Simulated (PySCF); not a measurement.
# One shape, several levels: CH2FNO2Si (SMILES O=C1N[Si]1(O)F)

We compute a comparison of 5 runs (HF/3-21G, HF/def2-SVP, B3LYP/6-31G*, PBE0/def2-SVP, MP2/def2-SVPD) of CH2FNO2Si. 

The calculation is run with PySCF 2.14.0.

## Step 1: The molecule

The species is CH2FNO2Si (8 atoms), meant as a singlet with charge 0. As SMILES, `O=C1N[Si]1(O)F`. Geometry: relaxed at PBE0-D4/def2-TZVP. This is one conformer, not always the lowest.

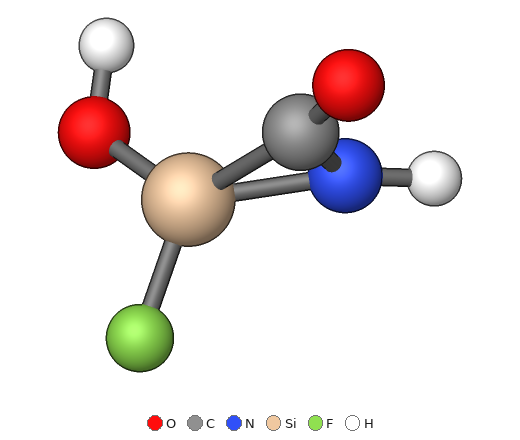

Viewed from a chosen angle; oxygen red, carbon grey, nitrogen blue, silicon light orange, fluorine green, hydrogen white.

## Step 2: Energy and forces at HF/3-21G (run 1)

Contents of run.py:

```python
from pyscf import gto

mol = gto.M(
    atom=[
    ('O', (1.986900, 1.097800, 0.977300)),
    ('C', (0.987300, 0.562400, 0.613700)),
    ('N', (0.566900, -0.769000, 0.556600)),
    ('Si', (-0.694700, 0.207900, -0.043000)),
    ('O', (-1.223700, 0.099200, -1.567600)),
    ('F', (-2.019600, 0.307400, 0.806300)),
    ('H', (1.056900, -1.601900, 0.866200)),
    ('H', (-0.567700, 0.039100, -2.265100)),
],
    max_memory=1860,
    charge=0,
    basis='3-21g',
    verbose=4,
)

hf = mol.RHF()
hf.conv_tol = 1e-10
hf.kernel()
if not hf.converged:
    hf = hf.newton().run(hf.mo_coeff, hf.mo_occ)

etot = hf.e_tot
print(f'total energy: {etot:.8f} hartree')
grad = hf.nuc_grad_method().kernel()
hf.analyze()
```

The run is started by

```console
$ OMP_NUM_THREADS=1 python run.py
```

The program printed:

```text
PySCF version 2.14.0

[... 89 lines left out ...]
MO #2   energy= -26.1730575607436  occ= 2
[... 11 lines left out ...]
MO #14  energy= -1.25089581617864  occ= 2
[... 11 lines left out ...]
MO #26  energy= -0.426373131615372 occ= 2
[... 11 lines left out ...]
MO #38  energy= 0.584317881059514  occ= 0
[... 11 lines left out ...]
MO #50  energy= 1.82506566032792   occ= 0
[... 11 lines left out ...]
MO #62  energy= 3.81084245507741   occ= 0
[... 73 lines left out ...]
Dipole moment(X, Y, Z, Debye):  0.23868, -1.96619, -2.40507
```

It took 4.5 s on 1 thread of Intel Xeon at 2.70GHz, shared host; peak memory 0.13 GiB.

## Step 3: Energy and gradient at HF/def2-SVP (run 2)

Contents of input.xyz:

```xyz
8

O      1.986900     1.097800     0.977300
C      0.987300     0.562400     0.613700
N      0.566900    -0.769000     0.556600
Si    -0.694700     0.207900    -0.043000
O     -1.223700     0.099200    -1.567600
F     -2.019600     0.307400     0.806300
H      1.056900    -1.601900     0.866200
H     -0.567700     0.039100    -2.265100
```

Contents of calc.py:

```python
import pyscf.grad
from pyscf import gto

molecule = gto.M(
    atom='input.xyz',
    basis='def2-svp',
    charge=0,
    max_memory=1860,
    verbose=4,
)

mf = molecule.RHF()
mf.conv_tol = 1e-10
mf.kernel()
if not mf.converged:
    mf = mf.newton().run(mf.mo_coeff, mf.mo_occ)

energy = mf.e_tot
print('E(%s) = %.9f' % ('HF', energy))
grad = mf.Gradients().kernel()
mf.analyze()
```

The run is started by

```console
$ OMP_NUM_THREADS=1 python calc.py
```

The program printed:

```text
PySCF version 2.14.0

[... 97 lines left out ...]
MO #8   energy= -4.35036361685268  occ= 2
[... 17 lines left out ...]
MO #26  energy= -0.439499797783046 occ= 2
[... 17 lines left out ...]
MO #44  energy= 0.761014536072529  occ= 0
[... 17 lines left out ...]
MO #62  energy= 1.5697588784822    occ= 0
[... 17 lines left out ...]
MO #80  energy= 2.88509946751415   occ= 0
[... 17 lines left out ...]
MO #98  energy= 4.09601840866295   occ= 0
[... 109 lines left out ...]
Dipole moment(X, Y, Z, Debye): -0.49462, -2.32826, -2.43429
```

It took 16 s on 1 thread of Intel Xeon at 2.70GHz, shared host; peak memory 0.21 GiB.

Runs 3 to 4 aren't shown in full; the table further down has their settings and results.

## Step 4: Energy and forces at MP2/def2-SVPD (run 5)

Contents of run.py:

```python
import pyscf.grad
from pyscf import gto, scf, mp

molecule = gto.M(
    atom='''
O        1.986900       1.097800       0.977300
C        0.987300       0.562400       0.613700
N        0.566900      -0.769000       0.556600
Si      -0.694700       0.207900      -0.043000
O       -1.223700       0.099200      -1.567600
F       -2.019600       0.307400       0.806300
H        1.056900      -1.601900       0.866200
H       -0.567700       0.039100      -2.265100
''',
    basis='def2-svpd',
    spin=0,
    max_memory=1860,
    verbose=3,
    charge=0,
)

mf = scf.RHF(molecule)
mf.conv_tol = 1e-10
mf.kernel()
if not mf.converged:
    mf = mf.newton().run(mf.mo_coeff, mf.mo_occ)

pt = mp.MP2(mf, frozen=10).run()
energy = pt.e_tot
print('Final energy', energy)
grad = pt.Gradients().kernel()
mf.analyze()
```

The run is started by

```console
$ OMP_NUM_THREADS=1 python run.py
```

The program printed:

```text
converged SCF energy = -631.326337894601
[... 35 lines left out ...]
MO #24  energy= -0.587579012907598 occ= 2
[... 24 lines left out ...]
MO #49  energy= 0.34536789380474   occ= 0
[... 24 lines left out ...]
MO #74  energy= 0.705994422030955  occ= 0
[... 24 lines left out ...]
MO #99  energy= 1.27604682848424   occ= 0
[... 24 lines left out ...]
MO #124 energy= 2.32574055244125   occ= 0
[... 24 lines left out ...]
MO #149 energy= 4.2476980029672    occ= 0
[... 9 lines left out ...]
Dipole moment(X, Y, Z, Debye): -0.72674, -2.50192, -2.38421
```

Run time: 88 s. Hardware: 1 thread of Intel Xeon at 2.70GHz, shared host; peak memory 2 GiB.

## Step 5: All runs side by side

| run | level | Cartesian functions | integration grid | energy (Eh) | dipole moment (D) of the reference | HOMO energy (eV) | LUMO energy (eV) | wall time |
| --- | --- | --- | --- | --- | --- | --- | --- | --- |
| 1 | HF/3-21G | no | – | -628.228075 | 3.12 | -10.53 | 3.78 | 4.5 s |
| 2 | HF/def2-SVP | no | – | -631.296051 | 3.40 | -10.69 | 3.39 | 16 s |
| 3 | B3LYP/6-31G* (Cartesian functions) | yes | 5 | -633.917122 | 3.10 | -6.71 | -0.16 | 53 s |
| 4 | PBE0/def2-SVP | no | 5 | -633.097120 | 3.21 | -7.06 | 0.00 | 62 s |
| 5 | MP2/def2-SVPD | no | – | -632.297865 | 3.53 | -10.85 | 1.58 | 88 s |

## Step 6: Summary of results

| quantity | value |
| --- | --- |
| run 5: total energy | -632.29787 Eh |
| run 5: dipole moment (Hartree–Fock density) | 3.53 D |
| run 5: HOMO energy (Hartree–Fock orbitals) | -10.85 eV |
| run 5: LUMO energy (Hartree–Fock orbitals) | 1.58 eV |
| run 5: HOMO–LUMO gap (Hartree–Fock orbitals) | 12.43 eV |
| run 5: correlation energy (10 core orbitals frozen) | -971.5 mEh |
| run 5: largest force on an atom | 1.750 eV/Å |

Over runs 1, 2, 3, 4 the dipole moment (its size) runs from 3.10 D (B3LYP/6-31G*) to 3.40 D (HF/def2-SVP). The two ends differ in method and basis. Over runs 1, 2, 3, 4 the HOMO–LUMO gap runs from 6.55 eV (B3LYP/6-31G*) to 14.31 eV (HF/3-21G). Totals of different functionals can't be ranked against each other. All runs together took 3.7 min, the longest 88 s.
